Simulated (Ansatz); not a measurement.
# Sn chain started as a zigzag: one chain at several levels of theory, part 2 of 4

Aim: how far do the period, the moment and the conductance of the Sn chain started as a zigzag depend on the functional, the datasets and spin-orbit coupling, and at what cost?

Ansatz 0.2.0; DFT PBE, plane waves, PAW; relaxation of a chain's period (the session's first sound run).

So far. Step 2 (Relaxing the period, level PBE, cutoff 420 eV): The cell's length comes to 4.624 Å with no moment.

**3. Bands of the perfect wire, level PBE, cutoff 420 eV**

This step: DFT PBE, plane waves, PAW; channels and complex bands of a perfect chain (Ansatz 0.2.0).

At the relaxed period the Bloch states of the perfect chain are found at each energy: those that move forward count the open channels, and those that decay describe how a disturbance dies away inside the wire itself. An energy step of 0.035 eV is under the 0.039 eV that the program asks for its thermal average at 300 K.

Contents of input.yaml:

```yaml
crystal:
  lattice:
    - [9.0, 0.0, 0.0]
    - [0.0, 7.5, 0.0]
    - [0.0, 0.0, 4.6236065206]
  atoms:
    - { symbol: Sn, position: [0.416675582, 0.5, 0.0] }
    - { symbol: Sn, position: [0.583324418, 0.5, 0.5] }
kpoints:
  mp_grid: { grid: [1, 1, 18] }
  band_path: { path: ["Γ", Z], npoints: 60 }
scf:
  occupations: { method: fermi_dirac, width: 0.05 }
hamiltonian:
  xc: pbe
output:
  transmission:
    e_range: [-2, 2]
    de: 0.035
    kmesh: [1, 1]
    reduced_basis: true
    leads: [[0, 0]]
  dos: { projected: true, e_range: [-6, 4] }
  write_potential: true
  write_density: true
  volumetric_format: npy
  elf: true
```

Run with:

```console
$ ansatz run input.yaml --threads 4 --pin off --max-ram 8192MiB --backend cpu --events-out ev --progress --plain --runs-dir out
```

Numbers of over 12 decimals in the logs are rounded to 6 here.

The log of the run:

```text
[...]
Crystal: 2 atoms, lattice volume = 312.093 Å³
Basis set: ecut = 420 eV, 6093 PW (Γ)
Bands: 18, of which v1, the nominal top of the filled ones, is band 14 counted from 1 (13 counted from 0)
Symmetry: 8 space group operations
[...]
k-points: 10 of 18
[...]
SCF iter   1: F=—  HF=-12046.299593 eV  |F-HF|=—  |Δ(HF+E_count)|=         —  Δρ=9.19e-4  dr2=6.07e-3  ethr=1.77e-3  ⟨swp⟩=7.2  Hψ=1037  notcnv=0
[...]
SCF iter   6: F=-12046.300953 eV  HF=-12046.300953 eV  |F-HF|=1.04e-9  |Δ(HF+E_count)|=   2.87e-8  Δρ=3.19e-6  dr2=3.39e-8  ethr=3.57e-10  ⟨swp⟩=5.5  Hψ=718  notcnv=0
SCF 1 converged in 6 iterations: F = -12046.300953 eV  dr2 = 3.39e-8
[...]
NSCF: frozen V_eff on 61 k-points
transmission: 6 of 36 steps passed
transmission: 12 of 36 steps passed
[...]
transmission: 36 of 36 steps passed
WARN: The output density's exchange-correlation potential varies sharply where the density is thin. Do not read a vacuum level from v_tot or v_xc, or from such a field of the output density. On a cell that repeats whose density bears no net charge and no dipole along the vacuum's axis use v_es (v_loc + v_h of the components); under efield.dipole_correction with no amplitude use v_es + v_field, which holds any externa [...]
SCF converged after 6 iterations
Free energy (F): -12046.300953 eV
[...]
Internal energy: -12046.291076 eV  (E = F + TS)
E sigma→0 (E₀):  -12046.296014 eV
Entropy (-TS):   -0.009877 eV (-4.939 meV/atom)
Fermi energy:    -1.633038 eV
[...]
--- Band table (eV; the first three rows and the last of 10) ---
  k-point 0: bands = [... 10 lower, -10.1439, -5.5645, -2.5370, -2.5308, -0.6776, -0.0340, 1.0324, 1.7499]
  k-point 1: bands = [... 10 lower, -10.1217, -5.6077, -2.6519, -2.5093, -0.6886, 0.1812, 1.0124, 1.7473]
  k-point 2: bands = [... 10 lower, -10.0549, -5.7432, -2.8859, -2.4450, -0.7276, 0.7200, 0.9482, 1.7266]
  k-point 9: bands = [... 10 lower, -8.3784, -8.3784, -2.3831, -2.3831, -0.9087, -0.9087, 2.3784, 2.3784]
--- Transmission ---
  basis      : 595 plane waves across, 6 finite elements along
  points     : 1, standing for a mesh of 1 x 1
  filling    : by the input's occupations and mesh, since the crystals that have channels conduct as metals do. If one of these is a semiconductor, that mesh has misplaced its level
  energies   : 115 from -2.000000 to 1.990000 eV about the Fermi level, 0.035000 eV apart; the leads are filled to 0.000000 eV, and channels, transmission and decay are at -0.005000 eV
  crystal 0  : Sn2, at the sites [0, 0], period 4.6236 Å: whole cells are its period
    offset         : up to 0.0000 Å between an atom of the period and one for which it stands
    filled         : 0.9 meV under the level at which it is neutral
    channels       : 2.000000e0 a spin
    conductance    : 2.2957e14 S/m² at 300 K; may be off by some 0.0 % by where its bands' edges are placed, 0.0 % from the distance to neutral
```

Wall time 23 s (4 threads of Arm Neoverse V1, shared host); peak memory 0.67 GiB.

This step gave:

| Item | Value |
| --- | --- |
| channels at the energy nearest the Fermi level, one spin | 2 |
| conductance of the lead as this run defines it | 2.000 G₀ |
| band gap | 0 eV |

The open channels of the lead, one spin by energy, zero at the Fermi level:

| energy (eV) | open channels of the lead, one spin |
| --- | --- |
| -1.7550 | 0 |
| -1.5100 | 2 |
| -1.2650 | 2 |
| -0.9850 | 2 |
| -0.7400 | 2 |
| -0.4950 | 2 |
| -0.2500 | 2 |
| -0.0050 | 2 |
| 0.2400 | 2 |
| 0.4850 | 2 |
| 0.7650 | 2 |
| 1.0100 | 1 |
| 1.2550 | 1 |
| 1.5000 | 1 |
| 1.7450 | 2 |

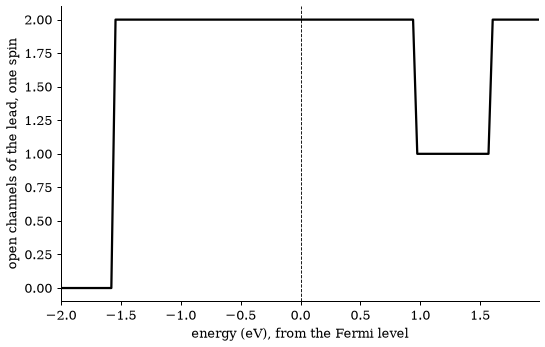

Open channels of the lead, one spin, plotted against energy.

The slowest values at each energy, most degenerate partners merged, listed up to 1.5 1/Å. Table of Im kz of the slowest decaying states by energy, zero at the Fermi level:

| energy (eV) | decay 1 (Å⁻¹) | decay 2 (Å⁻¹) | decay 3 (Å⁻¹) | decay 4 (Å⁻¹) |
| --- | --- | --- | --- | --- |
| -2.000 | 0.210 | 0.532 | 0.973 | 1.22 |
| -1.510 | 0.399 | 0.910 | 1.17 | 1.22 |
| -0.985 | 0.152 | 0.836 | 1.11 | 1.16 |
| -0.495 | 0.113 | 0.758 | 1.05 | 1.10 |
| -0.005 | 0.136 | 0.667 | 0.987 | 1.04 |
| 0.485 | 0.134 | 0.552 | 0.919 | 0.974 |
| 1.010 | 0.110 | 0.242 | 0.839 | 0.896 |
| 1.500 | 0.0490 | 0.305 | 0.757 | 0.814 |

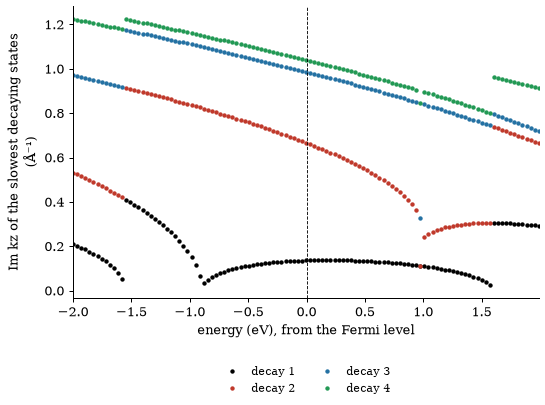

Im kz of the slowest decaying states, plotted against energy.

The electronic bands at the labelled points (eV, zero at the Fermi level):

| point | band 11 | band 12 | band 13 | band 14 | band 15 | band 16 | band 17 | band 18 |
| --- | --- | --- | --- | --- | --- | --- | --- | --- |
| Γ | -8.51 | -3.93 | -0.90 | -0.90 | 0.96 | 1.60 | 2.67 | 3.38 |
| Z | -6.75 | -6.75 | -0.75 | -0.75 | 0.72 | 0.72 | 4.01 | 4.01 |

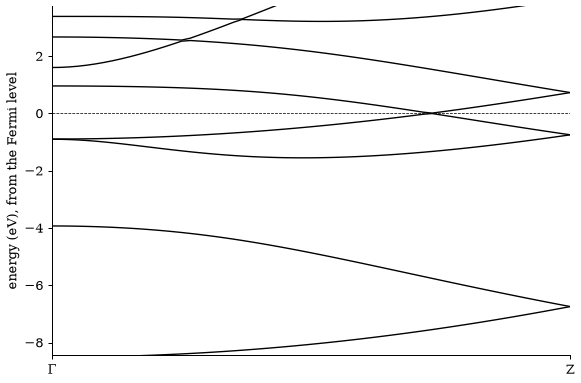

Electronic bands along the path.

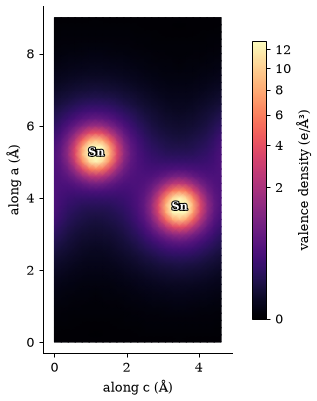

Valence density in the ca plane at fractional y = 0.500, with atoms of Sn within 0.2 Å of it. It is the smooth field of the valence electrons, not physical close to the nuclei. The map starts off the cell's origin, so that atoms lie inside it. The colour scale is stretched toward low values.

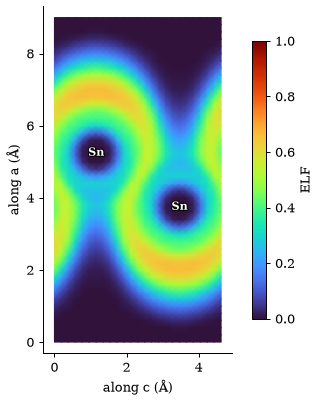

ELF in the ca plane at fractional y = 0.500, with atoms of Sn within 0.2 Å of it. It is the smooth field of the valence electrons, not physical close to the nuclei. The map starts off the cell's origin, so that atoms lie inside it.

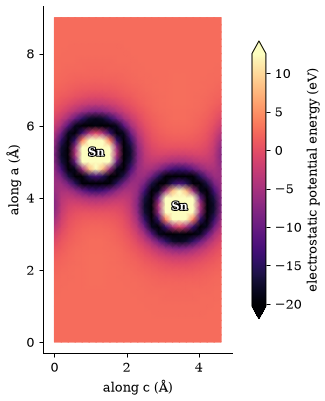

Electrostatic potential energy in the ca plane at fractional y = 0.500, with atoms of Sn within 0.2 Å of it. With pseudopotentials it is smooth inside the atoms' cores, unlike the true potential. The map starts off the cell's origin, so that atoms lie inside it.

By hand: the program gives 2.2957 × 10^14 S/m² over the cell's cross-section of 67.50 Å² = 6.750 × 10^-19 m², so one cell conducts 1.550 × 10^-4 S. Divided by G0 = 2e²/h = 7.748 × 10^-5 S this is 2.00 G0, a resistance of 6.45 kΩ.

At the computed energy nearest the Fermi level there are 2 channels a spin, and the thermal average gives 2.00 G₀.

**4. Relaxation of atoms and period, cutoff 500 eV**

This step: DFT r2SCAN, plane waves, PAW; relaxation of a chain's period (Ansatz 0.2.0).

The relaxation is repeated under another functional. r2SCAN also reads the kinetic-energy density; it often gives larger moments and wider gaps than PBE, at a higher cost. Against the first PBE run of this kind, the cutoff is 500 eV against 420.

Contents of input.yaml:

```yaml
crystal:
  lattice:
    - [9.0, 0.0, 0.0]
    - [0.0, 7.5, 0.0]
    - [0.0, 0.0, 4.6637291855]
  atoms:
    - { symbol: Sn, position: [0.431118089, 0.5, 0.0], spin: 0.5 }
    - { symbol: Sn, position: [0.568881911, 0.5, 0.5], spin: 0.5 }
magnetization:
  spin_polarized: true
kpoints:
  mp_grid: { grid: [1, 1, 18] }
scf:
  occupations: { method: fermi_dirac, width: 0.05 }
hamiltonian:
  xc: r2scan
relax:
  cell: { fix: [a, b, alpha, beta, gamma] }
  max_steps: 60
```

The log of the run:

```text
[...]
Crystal: 2 atoms, lattice volume = 314.802 Å³
Basis set: ecut = 500 eV, 8019 PW (Γ), exchange–correlation on 288×240×144 points (64 copies of the dense FFT grid, shifted against one another)
Bands: 19, of which v1, the nominal top of the filled ones, is band 14 counted from 1 (13 counted from 0)
Symmetry: 8 space group operations
[...]
-0.000000       0.214457      -0.000000
        0.000000      -0.000000      -0.007299
  P = ⅓ Tr σ = 0.0913 GPa (0.913 kbar)
--- Relaxed structure (5 steps of the walk, 5 accepted, 1 SCFs on fresh bases) ---
[...]
cell:  # Å, volume = 308.9516 Å³
    - [9.0, 0, 0]
    - [0, 7.5, 0]
    - [0, 0, 4.577060]
  atoms:
    - { symbol: Sn, position: [0.418305, 0.5, 0.0] }
    - { symbol: Sn, position: [0.581695, 0.5, 0.5] }
[key lines of the parts left out:]
SCF converged after 5 iterations
Magnetization: 0.0000 μB (14.0000 up, 14.0000 down)
Free energy (F): -12074.810722 eV
Fermi energy:    -1.782423 eV
```

Elapsed: 55 s, on 4 threads; peak memory 1.3 GiB; 3.6 min of CPU time.

Relaxation path:

| step | energy less that of the first step (eV) | largest force component (eV/Å) | pressure (GPa) | volume (Å³) |
| --- | --- | --- | --- | --- |
| 1 | 0.0000 | 0.7614 | 0.46 | 314.80 |
| 2 | -0.0087 | 0.8013 | -0.38 | 309.60 |
| 3 | -0.0784 | 0.0570 | 0.07 | 311.67 |
| 4 | -0.0801 | 0.0026 | 0.07 | 310.11 |
| 5 | -0.0804 | 0.0041 | 0.09 | 308.95 |
| 6* | -0.0804 | 0.0041 | 0.09 | 308.95 |

Relaxation steps marked * repeat the geometry before them on a plane-wave basis chosen anew for their cell, so energy and pressure can jump there.

Forces are held to the 8 operations that the run works with; a distortion that breaks them can't arise in this run.

| cell as run | before | after | change |
| --- | --- | --- | --- |
| c (Å) | 4.664 | 4.577 | -1.9 % |

The atoms that moved most (Å, along periodic axes as changes of fractional coordinates times the final cell, across vacuum about the mean position):

| atom | dx | dy | dz | length |
| --- | --- | --- | --- | --- |
| Sn1 | -0.115 | 0.000 | 0.000 | 0.115 |
| Sn2 | 0.115 | 0.000 | 0.000 | 0.115 |

The relaxed structure:

```xyz
2
Lattice="9.0000 0.0000 0.0000 0.0000 7.5000 0.0000 0.0000 0.0000 4.5771" Properties=species:S:1:pos:R:3
Sn    3.7647    3.7500    0.0000
Sn    5.2353    3.7500    2.2885
```

The cell's length comes to 4.577 Å, -1.0 % against the first run, with no moment.

**5. The perfect wire, level r2SCAN, cutoff 500 eV**

This step: DFT r2SCAN, plane waves, PAW; channels and complex bands of a perfect chain (Ansatz 0.2.0).

The channels are counted again under r2SCAN, at the period that it gave. Its window is narrower, to save time.

Contents of input.yaml:

```yaml
crystal:
  lattice:
    - [9.0, 0.0, 0.0]
    - [0.0, 7.5, 0.0]
    - [0.0, 0.0, 4.5770602971]
  atoms:
    - { symbol: Sn, position: [0.418305148, 0.5, 0.0] }
    - { symbol: Sn, position: [0.581694852, 0.5, 0.5] }
kpoints:
  mp_grid: { grid: [1, 1, 18] }
  band_path: { path: ["Γ", Z], npoints: 60 }
scf:
  occupations: { method: fermi_dirac, width: 0.05 }
hamiltonian:
  xc: r2scan
output:
  transmission:
    e_range: [-0.7, 0.7]
    de: 0.035
    kmesh: [1, 1]
    reduced_basis: true
    leads: [[0, 0]]
  dos: { projected: true, e_range: [-6, 4] }
```

The log of the run:

```text
[...]
Crystal: 2 atoms, lattice volume = 308.952 Å³
Basis set: ecut = 500 eV, 7835 PW (Γ), exchange–correlation on 288×240×144 points (64 copies of the dense FFT grid, shifted against one another)
Bands: 18, of which v1, the nominal top of the filled ones, is band 14 counted from 1 (13 counted from 0)
Symmetry: 8 space group operations
[...]
k-points: 10 of 18
[...]
k-point 9: bands = [... 10 lower, -8.8342, -8.8342, -2.5595, -2.5595, -1.0114, -1.0114, 2.9185, 2.9185]
--- Transmission ---
  basis      : 711 plane waves across, 7 finite elements along
  points     : 1, standing for a mesh of 1 x 1
[...]
crystal 0  : Sn2, at the sites [0, 0], period 4.5771 Å: whole cells are its period
[...]
filled         : 4.2 meV under the level at which it is neutral
    channels       : 2.000000e0 a spin
[...]
[key lines of the parts left out:]
SCF converged after 6 iterations
Free energy (F): -12074.810722 eV
Fermi energy:    -1.782457 eV
```

Run time: 25 s. Hardware: 4 threads; peak memory 1.1 GiB; 88 s of CPU time.

At the computed energy nearest the Fermi level there are 2 channels a spin, and the thermal average gives 2.00 G₀.

**6. Relaxing the period**

This step: DFT RPBE, plane waves, PAW; relaxation of a chain's period (Ansatz 0.2.0).

The relaxation is repeated under another functional. RPBE strengthens the exchange enhancement and tends to longer, weaker bonds than PBE.

Contents of input.yaml:

```yaml
crystal:
  lattice:
    - [9.0, 0.0, 0.0]
    - [0.0, 7.5, 0.0]
    - [0.0, 0.0, 4.6637291855]
  atoms:
    - { symbol: Sn, position: [0.431118089, 0.5, 0.0], spin: 0.5 }
    - { symbol: Sn, position: [0.568881911, 0.5, 0.5], spin: 0.5 }
magnetization:
  spin_polarized: true
kpoints:
  mp_grid: { grid: [1, 1, 18] }
scf:
  occupations: { method: fermi_dirac, width: 0.05 }
hamiltonian:
  xc: rpbe
relax:
  cell: { fix: [a, b, alpha, beta, gamma] }
  max_steps: 60
```

The log of the run:

```text
[...]
Crystal: 2 atoms, lattice volume = 314.802 Å³
Basis set: ecut = 420 eV, 6133 PW (Γ), exchange–correlation on 128×108×64 points (8 copies of the dense FFT grid, shifted against one another)
Bands: 19, of which v1, the nominal top of the filled ones, is band 14 counted from 1 (13 counted from 0)
Symmetry: 8 space group operations
[...]
0.000000       0.246440      -0.000000
        0.000000      -0.000000      -0.046233
  P = ⅓ Tr σ = 0.0959 GPa (0.959 kbar)
--- Relaxed structure (4 steps of the walk, 4 accepted, 1 SCFs on fresh bases) ---
[...]
cell:  # Å, volume = 316.2876 Å³
    - [9.0, 0, 0]
    - [0, 7.5, 0]
    - [0, 0, 4.685742]
  atoms:
    - { symbol: Sn, position: [0.416282, 0.5, 0] }
    - { symbol: Sn, position: [0.583718, 0.5, 0.5] }
[key lines of the parts left out:]
SCF converged after 5 iterations
Magnetization: 0.0000 μB (14.0000 up, 14.0000 down)
Free energy (F): -12063.770363 eV
Fermi energy:    -1.558100 eV
```

Wall time 11 s (4 threads); peak memory 0.61 GiB; 42 s of CPU time.

Relaxation path:

| step | energy less that of the first step (eV) | largest force component (eV/Å) | pressure (GPa) | volume (Å³) |
| --- | --- | --- | --- | --- |
| 1 | 0.0000 | 1.1438 | 0.87 | 314.80 |
| 2 | -0.1293 | 0.5033 | -0.19 | 316.21 |
| 3 | -0.1625 | 0.0147 | 0.07 | 317.13 |
| 4 | -0.1630 | 0.0009 | 0.10 | 316.29 |
| 5* | -0.1630 | 0.0009 | 0.10 | 316.29 |

Relaxation steps marked * repeat the geometry before them on a plane-wave basis chosen anew for their cell, so energy and pressure can jump there.

Forces are held to the 8 operations that the run works with; a distortion that breaks them can't arise in this run.

| cell as run | before | after | change |
| --- | --- | --- | --- |
| c (Å) | 4.664 | 4.686 | +0.5 % |

The atoms that moved most (Å, along periodic axes as changes of fractional coordinates times the final cell, across vacuum about the mean position):

| atom | dx | dy | dz | length |
| --- | --- | --- | --- | --- |
| Sn1 | -0.134 | 0.000 | 0.000 | 0.134 |
| Sn2 | 0.134 | 0.000 | 0.000 | 0.134 |

The relaxed structure:

```xyz
2
Lattice="9.0000 0.0000 0.0000 0.0000 7.5000 0.0000 0.0000 0.0000 4.6857" Properties=species:S:1:pos:R:3
Sn    3.7465    3.7500    0.0000
Sn    5.2535    3.7500    2.3429
```

The cell's length comes to 4.686 Å, +1.3 % against the first run, with no moment.

**7. Bands of the perfect wire, level RPBE, cutoff 420 eV**

This step: DFT RPBE, plane waves, PAW; channels and complex bands of a perfect chain (Ansatz 0.2.0).

The channels are counted again under RPBE, at the period that it gave.

Contents of input.yaml:

```yaml
crystal:
  lattice:
    - [9.0, 0.0, 0.0]
    - [0.0, 7.5, 0.0]
    - [0.0, 0.0, 4.6857424369]
  atoms:
    - { symbol: Sn, position: [0.416281977, 0.5, 0.0] }
    - { symbol: Sn, position: [0.583718023, 0.5, 0.5] }
kpoints:
  mp_grid: { grid: [1, 1, 18] }
  band_path: { path: ["Γ", Z], npoints: 60 }
scf:
  occupations: { method: fermi_dirac, width: 0.05 }
hamiltonian:
  xc: rpbe
output:
  transmission:
    e_range: [-2, 2]
    de: 0.035
    kmesh: [1, 1]
    reduced_basis: true
    leads: [[0, 0]]
  dos: { projected: true, e_range: [-6, 4] }
```

The log of the run:

```text
[...]
Crystal: 2 atoms, lattice volume = 316.288 Å³
Basis set: ecut = 420 eV, 6169 PW (Γ)
Bands: 18, of which v1, the nominal top of the filled ones, is band 14 counted from 1 (13 counted from 0)
Symmetry: 8 space group operations
[...]
k-points: 10 of 18
[...]
k-point 9: bands = [... 10 lower, -8.2635, -8.2635, -2.3032, -2.3032, -0.8453, -0.8453, 2.3118, 2.3118]
--- Transmission ---
  basis      : 595 plane waves across, 6 finite elements along
  points     : 1, standing for a mesh of 1 x 1
[...]
crystal 0  : Sn2, at the sites [0, 0], period 4.6857 Å: whole cells are its period
[...]
filled         : 1.2 meV over the level at which it is neutral
    channels       : 2.000000e0 a spin
[...]
[key lines of the parts left out:]
SCF converged after 6 iterations
Free energy (F): -12063.770349 eV
Fermi energy:    -1.557947 eV
```

Run time: 23 s. Hardware: 4 threads; peak memory 0.66 GiB.

Open channels of the lead, one spin against energy, zero at the Fermi level:

| energy (eV) | open channels of the lead, one spin |
| --- | --- |
| -2.000 | 0 |
| -1.510 | 2 |
| -0.985 | 2 |
| -0.495 | 2 |
| -0.005 | 2 |
| 0.485 | 2 |
| 1.010 | 1 |
| 1.500 | 1 |

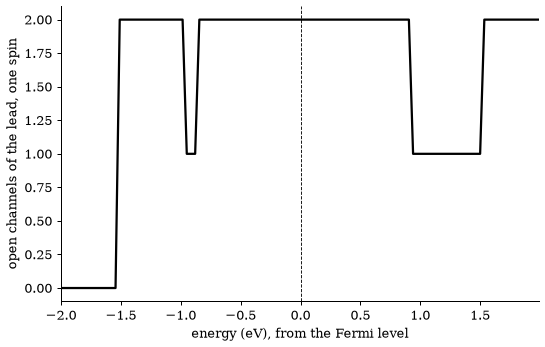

Open channels of the lead, one spin, plotted against energy.

At the computed energy nearest the Fermi level there are 2 channels a spin, and the thermal average gives 2.00 G₀.

(Continued in part 3 of 4.)

[Logs are printed without paths, hosts, clocks, repeated set-up lines and the standing remarks that a program may print on its own settings, such as how far it seeks lower states.]

[Hosts, paths, dates, database ids (printed as entryN), source tags and the programs' standing remarks are cut or masked in the printed files.]
